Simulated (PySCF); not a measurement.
Ga(OH)3, SMILES [OH][Ga]([OH])[OH], B3LYP/def2-SVP optimised geometry. Atoms within 1.6 Å of the plane z = 0.0 Å (x, y, z in Å): Ga1 (-0.16, -0.39, 0.00), O2 (-1.05, -1.93, 0.00), H3 (-2.00, -1.81, 0.00), O4 (-1.05, 1.16, 0.00), H5 (-0.47, 1.93, 0.00), O6 (1.63, -0.39, 0.00), H7 (2.00, -1.28, 0.00).

Level of theory: B3LYP/def2-TZVP (PySCF). Cells within 0.4 Å of a nucleus heavier than hydrogen are left out (blank, or x).

Map of the deformation density (molecule minus spherical neutral atoms) (e/bohr³) on the plane z = 0.0 Å:

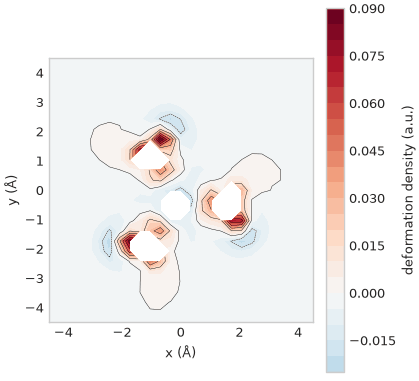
Figure: Deformation density (molecule minus spherical neutral atoms) (e/bohr³) on the plane z = 0.0 Å.
